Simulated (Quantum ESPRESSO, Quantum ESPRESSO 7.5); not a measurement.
## Sr(111), 5 layers: cutoff convergence

Which setting serves for Sr(111), 5 layers? The runs below step through one kind of setting.

Calculated with Quantum ESPRESSO 7.5; plane-wave DFT, PBE, GBRV ultrasoft pseudopotentials.

### 1. Set-up

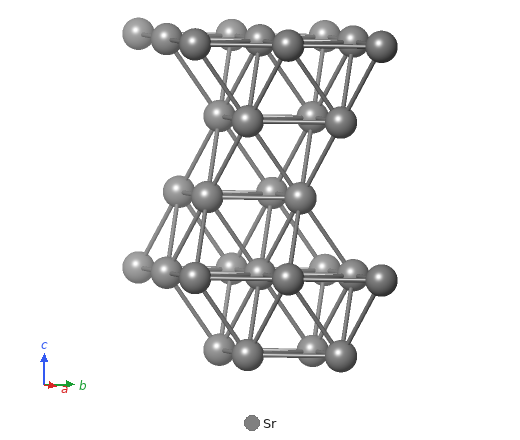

The starting structure, seen from the side, with the c axis up (strontium grey). 2×2×1 cells are drawn. Some periodic images of atoms are drawn too.

The cell holds 5 atoms: 5 Sr. Cell: a = 4.299 Å, b = 4.299 Å, c = 30.041 Å, α = 90.0°, β = 90.0°, γ = 60.0°. It derives from Sr. Vacuum lies along c.

### 2. SCF with pw.x: ecutwfc 60 Ry, ecutrho 300 Ry

The first run is the reference of the series.

c0.in reads:

```
&control
  prefix = 'c0'
  outdir = './out'
  pseudo_dir = './pseudo'
  calculation = 'scf'
  tprnfor = .true.
/
&system
  ibrav = 0
  nat = 5
  ntyp = 1
  ecutwfc = 60
  ecutrho = 300
  occupations = 'smearing'
  smearing = 'mv'
  degauss = 0.02
  assume_isolated = 'esm'
  esm_bc = 'bc1'
/
&electrons
  conv_thr = 1e-07
  mixing_beta = 0.4
  electron_maxstep = 120
  mixing_mode = 'local-TF'
/
ATOMIC_SPECIES
  Sr  87.6200  sr_pbe_v1.uspp.F.UPF
CELL_PARAMETERS angstrom
  4.29920922961421 0.00000000000000 0.00000000000000
  2.14960461480710 3.72322440903043 0.00000000000000
  0.00000000000000 0.00000000000000 30.04115854669170
ATOMIC_POSITIONS crystal
  Sr  0.666666666700 0.666666666700 -0.233698685836
  Sr  0.000000000000 0.000000000000 -0.116849342918
  Sr  0.333333333300 0.333333333300 0.000000000000
  Sr  0.666666666700 0.666666666700 0.116849342918
  Sr  0.000000000000 0.000000000000 0.233698685836
K_POINTS automatic
  6 6 1 0 0 0
```

Started as:

```bash
OMP_NUM_THREADS=1 mpirun -n 4 pw.x -nk 2 -in c0.in > c0.out
```

The program printed:

```text
Program PWSCF v.7.5 starts
[citation notice left out]

     Parallel version (MPI & OpenMP), running on       4 processor cores
     Number of MPI processes:                 4
     Threads/MPI process:                     1

     MPI processes distributed on     1 nodes
[...]
Current dimensions of program PWSCF are:
     Max number of different atomic species (ntypx) = 10
     Max number of k-points (npk) =  40000
     Max angular momentum in pseudopotentials (lmaxx) =  4
     Message from routine setup:
     using ibrav=0 with symmetry is DISCOURAGED, use correct ibrav instead

     K-points division:     npool     =       2
     R & G space division:  proc/nbgrp/npool/nimage =       2
     Subspace diagonalization in iterative solution of the eigenvalue problem:
     a serial algorithm will be used

     Parallelization info
     --------------------
     sticks:   dense  smooth     PW     G-vecs:    dense   smooth      PW
     Min         684     536    156               142480   101644   15634
     Max         685     539    157               142497   101657   15643
     Sum        1369    1075    313               284977   203301   31277

     Using Slab Decomposition

     bravais-lattice index     =            0
     lattice parameter (alat)  =       8.1243  a.u.
     unit-cell volume          =    3245.0476 (a.u.)^3
     number of atoms/cell      =            5
     number of atomic types    =            1
     number of electrons       =        50.00
     number of Kohn-Sham states=           30
     kinetic-energy cutoff     =      60.0000  Ry
     charge density cutoff     =     300.0000  Ry
     scf convergence threshold =      1.0E-07
     mixing beta               =       0.4000
     number of iterations used =            8  local-TF  mixing
     Exchange-correlation= SLA  PW   PBE  PBE
                           (   1   4   3   4   0   0   0)

     Effective Screening Medium Method
     =================================
     Boundary Conditions: Vacuum-Slab-Vacuum
     total charge in unit cell        =   0.0000
     grid points for fit at edges     =        4

     celldm(1)=   8.124328  celldm(2)=   0.000000  celldm(3)=   0.000000
     celldm(4)=   0.000000  celldm(5)=   0.000000  celldm(6)=   0.000000

     crystal axes: (cart. coord. in units of alat)
               a(1) = (   1.000000   0.000000   0.000000 )
               a(2) = (   0.500000   0.866025   0.000000 )
               a(3) = (   0.000000   0.000000   6.987601 )

     reciprocal axes: (cart. coord. in units 2 pi/alat)
               b(1) = (  1.000000 -0.577350  0.000000 )
               b(2) = (  0.000000  1.154701  0.000000 )
               b(3) = (  0.000000  0.000000  0.143111 )

     PseudoPot. # 1 for Sr read from file:
     ./pseudo/sr_pbe_v1.uspp.F.UPF
     Pseudo is Ultrasoft + core correction, Zval = 10.0
     Generated by new atomic code, or converted to UPF format
     Using radial grid of  883 points,  6 beta functions with:
                l(1) =   0
                l(2) =   0
                l(3) =   1
                l(4) =   1
                l(5) =   2
                l(6) =   2
     Q(r) pseudized with  6 coefficients,  rinner =    1.400   1.400   1.400
                                                       1.400   1.400

     atomic species   valence    mass     pseudopotential
     Sr               10.00    87.62000     Sr( 1.00)

     12 Sym. Ops., with inversion, found ( 6 have fractional translation)

   Cartesian axes

     site n.     atom                  positions (alat units)
         1        Sr     tau(   1) = (   1.0000000   0.5773503  -1.6329932  )
         2        Sr     tau(   2) = (   0.0000000   0.0000000  -0.8164966  )
         3        Sr     tau(   3) = (   0.5000000   0.2886751   0.0000000  )
         4        Sr     tau(   4) = (   1.0000000   0.5773503   0.8164966  )
         5        Sr     tau(   5) = (   0.0000000   0.0000000   1.6329932  )

     number of k points=     7  Marzari-Vanderbilt smearing, width (Ry)=  0.0200
                       cart. coord. in units 2pi/alat
        k(    1) = (   0.0000000   0.0000000   0.0000000), wk =   0.0555556
        k(    2) = (   0.0000000   0.1924501   0.0000000), wk =   0.3333333
        k(    3) = (   0.0000000   0.3849002   0.0000000), wk =   0.3333333
        k(    4) = (   0.0000000  -0.5773503   0.0000000), wk =   0.1666667
        k(    5) = (   0.1666667   0.2886751   0.0000000), wk =   0.3333333
        k(    6) = (   0.1666667  -0.6735753   0.0000000), wk =   0.6666667
        k(    7) = (   0.3333333  -0.5773503   0.0000000), wk =   0.1111111

     Dense  grid:   284977 G-vectors     FFT dimensions: (  45,  45, 320)

     Smooth grid:   203301 G-vectors     FFT dimensions: (  45,  45, 288)

     Estimated max dynamical RAM per process >     346.63 MB

     Estimated total dynamical RAM >       1.29 GB

     Check: negative core charge=   -0.000001

     Initial potential from superposition of free atoms

     starting charge      49.8317, renormalised to      50.0000

     negative rho (up, down):  3.208E-01 0.000E+00
     Starting wfcs are   65 randomized atomic wfcs

     total cpu time spent up to now is        3.4 secs

     per-process dynamical memory:   109.1 Mb

     Self-consistent Calculation

     iteration #  1     ecut=    60.00 Ry     beta= 0.40
     Davidson diagonalization with overlap
     ethr =  1.00E-02,  avg # of iterations =  2.0

     negative rho (up, down):  3.215E-01 0.000E+00

     total cpu time spent up to now is        7.4 secs

     total energy              =    -350.64718575 Ry
     estimated scf accuracy    <       0.72253808 Ry

     iteration #  2     ecut=    60.00 Ry     beta= 0.40
[...]
negative rho (up, down):  3.249E-01 0.000E+00

[...]
total energy              =    -350.60636701 Ry
     estimated scf accuracy    <       0.42501292 Ry

     iteration #  3     ecut=    60.00 Ry     beta= 0.40
[...]
negative rho (up, down):  3.272E-01 0.000E+00

[...]
total energy              =    -350.62604481 Ry
     estimated scf accuracy    <       0.03099078 Ry

     iteration #  4     ecut=    60.00 Ry     beta= 0.40
[...]
c_bands:  2 eigenvalues not converged
     c_bands:  2 eigenvalues not converged
[...]
negative rho (up, down):  3.276E-01 0.000E+00

[...]
total energy              =    -350.67214555 Ry
     estimated scf accuracy    <       0.02166625 Ry

[...]
negative rho (up, down):  3.320E-01 0.000E+00

[...]
total energy              =    -350.67735749 Ry
     estimated scf accuracy    <       0.00135468 Ry

     iteration #  9     ecut=    60.00 Ry     beta= 0.40
[...]
c_bands:  1 eigenvalues not converged
     c_bands:  1 eigenvalues not converged
[...]
negative rho (up, down):  3.331E-01 0.000E+00

[...]
total energy              =    -350.67666193 Ry
     estimated scf accuracy    <       0.00070364 Ry

     iteration # 10     ecut=    60.00 Ry     beta= 0.40
[...]
c_bands:  1 eigenvalues not converged
[...]
negative rho (up, down):  3.327E-01 0.000E+00

[...]
total energy              =    -350.67684874 Ry
     estimated scf accuracy    <       0.00843070 Ry

     iteration # 11     ecut=    60.00 Ry     beta= 0.40
[...]
c_bands:  1 eigenvalues not converged
[...]
negative rho (up, down):  3.326E-01 0.000E+00

[...]
total energy              =    -350.67596945 Ry
     estimated scf accuracy    <       0.00443407 Ry

     iteration # 12     ecut=    60.00 Ry     beta= 0.40
[...]
negative rho (up, down):  3.326E-01 0.000E+00

[...]
total energy              =    -350.67611344 Ry
     estimated scf accuracy    <       0.00075452 Ry

     iteration # 13     ecut=    60.00 Ry     beta= 0.40
[...]
negative rho (up, down):  3.325E-01 0.000E+00

[...]
total energy              =    -350.67605089 Ry
     estimated scf accuracy    <       0.00062178 Ry

     iteration # 14     ecut=    60.00 Ry     beta= 0.40
[...]
negative rho (up, down):  3.324E-01 0.000E+00

[...]
total energy              =    -350.67583245 Ry
     estimated scf accuracy    <       0.00028838 Ry

[...]
iteration # 33     ecut=    60.00 Ry     beta= 0.40
[...]
negative rho (up, down):  3.323E-01 0.000E+00

[...]
total energy              =    -350.67614643 Ry
     estimated scf accuracy    <       0.00000033 Ry

     iteration # 34     ecut=    60.00 Ry     beta= 0.40
[...]
negative rho (up, down):  3.323E-01 0.000E+00

[...]
total energy              =    -350.67614657 Ry
     estimated scf accuracy    <       0.00000030 Ry

     iteration # 35     ecut=    60.00 Ry     beta= 0.40
[...]
negative rho (up, down):  3.323E-01 0.000E+00

[...]
total energy              =    -350.67614669 Ry
     estimated scf accuracy    <       0.00000027 Ry

     iteration # 36     ecut=    60.00 Ry     beta= 0.40
[...]
negative rho (up, down):  3.323E-01 0.000E+00

[...]
total energy              =    -350.67614694 Ry
     estimated scf accuracy    <       0.00000026 Ry

     iteration # 37     ecut=    60.00 Ry     beta= 0.40
[...]
negative rho (up, down):  3.323E-01 0.000E+00

[...]
total energy              =    -350.67614689 Ry
     estimated scf accuracy    <       0.00000027 Ry

     iteration # 38     ecut=    60.00 Ry     beta= 0.40
[...]
negative rho (up, down):  3.323E-01 0.000E+00

[...]
total energy              =    -350.67614706 Ry
     estimated scf accuracy    <       0.00000017 Ry

     iteration # 39     ecut=    60.00 Ry     beta= 0.40
[...]
negative rho (up, down):  3.323E-01 0.000E+00

[...]
total energy              =    -350.67614772 Ry
     estimated scf accuracy    <       0.00000017 Ry

     iteration # 40     ecut=    60.00 Ry     beta= 0.40
[...]
c_bands:  1 eigenvalues not converged
     c_bands:  1 eigenvalues not converged
[...]
negative rho (up, down):  3.323E-01 0.000E+00

[...]
End of self-consistent calculation

          k = 0.0000 0.0000 0.0000 ( 25369 PWs)   bands (ev):

   -39.6707 -39.6707 -39.3215 -39.3126 -39.3104 -21.7093 -21.7092 -21.5456
   -21.5456 -21.5456 -21.5456 -21.3719 -21.3040 -21.2441 -21.2352 -21.2352
   -21.2214 -21.2214 -21.2157 -21.2157  -6.2057  -5.9059  -5.4052  -4.7680
    -4.1330  -2.6462  -2.4057  -2.0281  -1.5990  -1.0755

          k = 0.0000 0.1925 0.0000 ( 25381 PWs)   bands (ev):

   -39.6687 -39.6687 -39.3190 -39.3105 -39.3087 -21.7040 -21.7040 -21.5804
   -21.5804 -21.5538 -21.5538 -21.3616 -21.3072 -21.2668 -21.2602 -21.2487
   -21.2451 -21.2385 -21.2296 -21.2224  -5.8266  -5.5349  -5.0434  -4.4108
    -3.7656  -2.6209  -2.2965  -1.9369  -1.5862  -1.2067

          k = 0.0000 0.3849 0.0000 ( 25418 PWs)   bands (ev):

   -39.6646 -39.6646 -39.3139 -39.3064 -39.3055 -21.6936 -21.6936 -21.6486
   -21.6486 -21.5702 -21.5702 -21.3529 -21.3513 -21.3239 -21.3053 -21.2773
   -21.2643 -21.2510 -21.2461 -21.2362  -4.8143  -4.5636  -4.1331  -3.5721
    -2.9782  -2.5560  -2.2152  -2.0930  -1.9925  -1.9490

          k = 0.0000-0.5774 0.0000 ( 25444 PWs)   bands (ev):

   -39.6625 -39.6625 -39.3113 -39.3043 -39.3040 -21.6885 -21.6885 -21.6821
   -21.6820 -21.5784 -21.5784 -21.3839 -21.3707 -21.3573 -21.2914 -21.2875
   -21.2737 -21.2587 -21.2543 -21.2433  -3.7416  -3.5855  -3.4023  -3.3071
    -3.2950  -2.6267  -2.5109  -2.3511  -2.3088  -2.0712

          k = 0.1667 0.2887 0.0000 ( 25472 PWs)   bands (ev):

   -39.6656 -39.6656 -39.3152 -39.3074 -39.3063 -21.6961 -21.6961 -21.6252
   -21.6252 -21.5728 -21.5728 -21.3491 -21.3299 -21.3009 -21.3008 -21.2745
   -21.2600 -21.2516 -21.2469 -21.2383  -5.1231  -4.8533  -4.3906  -3.7847
    -3.1455  -2.5434  -2.1137  -1.9462  -1.8268  -1.7345

          k = 0.1667-0.6736 0.0000 ( 25507 PWs)   bands (ev):

   -39.6625 -39.6625 -39.3113 -39.3043 -39.3040 -21.6883 -21.6883 -21.6648
   -21.6648 -21.5962 -21.5962 -21.3661 -21.3565 -21.3404 -21.3068 -21.2840
   -21.2786 -21.2750 -21.2619 -21.2527  -3.9450  -3.7468  -3.4062  -2.9978
    -2.7062  -2.5586  -2.3888  -2.2590  -2.1341  -2.0655

[...]
the Fermi energy is    -2.6824 ev

!    total energy              =    -350.67614669 Ry
     estimated scf accuracy    <       0.00000002 Ry
     smearing contrib. (-TS)   =      -0.00533951 Ry
     internal energy E=F+TS    =    -350.67080718 Ry

     The total energy is F=E-TS. E is the sum of the following terms:
     one-electron contribution =    5852.60210984 Ry
     hartree contribution      =   -2936.05228225 Ry
     xc contribution           =     -90.53556592 Ry
     ewald contribution        =   -3176.68506884 Ry

     convergence has been achieved in  40 iterations

     negative rho (up, down):  3.323E-01 0.000E+00

     Forces acting on atoms (cartesian axes, Ry/au):

     atom    1 type  1   force =     0.00000000    0.00000000    0.00245058
     atom    2 type  1   force =     0.00000000   -0.00000000   -0.00165276
     atom    3 type  1   force =     0.00000000   -0.00000000    0.00000000
     atom    4 type  1   force =     0.00000000    0.00000000    0.00165276
     atom    5 type  1   force =     0.00000000    0.00000000   -0.00245058

     Total force =     0.004180     Total SCF correction =     0.000577
     SCF correction compared to forces is large: reduce conv_thr to get better values

[...]
=------------------------------------------------------------------------------=
   JOB DONE.
=------------------------------------------------------------------------------=
[...]
```

The job ended after 3.6 min (4 MPI ranks of Intel Xeon Platinum 8488C (Sapphire Rapids), shared host; peak memory 1.5 GiB; 14 min of CPU time).

This step gave:

* free energy: -4771.1920 eV
* Fermi energy: -2.682 eV
* vacuum line at the lower end of the cell, over the Fermi level: 2.682 eV
* vacuum line at the upper end of the cell, over the Fermi level: 2.682 eV

The potential energy, planar mean oscillates, so the rows of the table below give means over windows of 3.48 Å about each position, cut where the curve ends. Its maxima inside the range that stand out by 2 % of the span (Å: eV): -5.3: 1.62, -1.8: 1.64, 1.8: 1.64, 5.3: 1.62. Its minima: -7.0: -14.9, -3.5: -14.8, 0.0: -14.8, 3.5: -14.8, 7.0: -14.9.

Electrostatic potential energy of an electron; zero at the Fermi level. Potential energy, planar mean against z; means over each step:

| z (Å) | potential energy, planar mean (eV) |
| --- | --- |
| -13.28 | 2.68 |
| -9.80 | 2.03 |
| -6.32 | -4.17 |
| -2.84 | -4.05 |
| 0.64 | -4.05 |
| 4.12 | -4.06 |
| 7.60 | -4.16 |
| 11.08 | 2.61 |
| 14.56 | 2.68 |

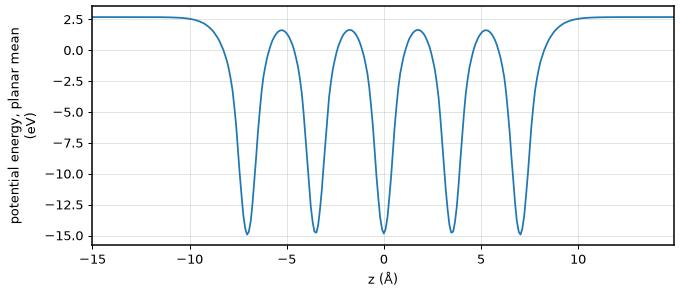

Potential energy, planar mean, plotted against z.

The program's own clock; routines nest. Time by routine:

| routine | wall time (s) | calls |
| --- | --- | --- |
| PWSCF | 215.6 | 1 |
| electrons | 211.4 | 1 |
| c_bands | 132.2 | 40 |
| cegterg | 105.4 | 160 |
| h_psi | 83.13 | 1187 |
| vloc_psi | 71.18 | 1187 |
| fftw | 70.07 | 33760 |
| mix_rho | 34.4 | 40 |
| sum_band | 27.69 | 40 |
| ffts | 15.27 | 4176 |
| newd | 11.03 | 41 |
| calbec | 7.87 | 1363 |
| h_psi:calbec | 6.15 | 1187 |
| v_of_rho | 5.73 | 41 |

The vacuum levels are read from the outermost 0.7 Å of the cell on either side.

The run needed 40 iterations to bring the estimated error under 1e-07 Ry; the largest force on any atom, held or free, is 0.06 eV/Å.

Inside the slab this potential holds the local part of the pseudopotentials, which can be repulsive at the nuclei; only its value in the vacuum has a meaning of its own.

[end of part 1 of 4]

[Logs are printed without paths, hosts, clocks, repeated set-up lines and the standing remarks that a program may print on its own settings, such as how far it seeks lower states.]

[Hosts, paths, dates, database ids (printed as entryN), source tags and the programs' standing remarks are cut or masked in the printed files.]

[Maps of the electrostatic potential energy from Ansatz leave out the sawtooth potential of an applied field or a dipole correction, so their vacuum need not be flat; planar profiles and work functions include it.]
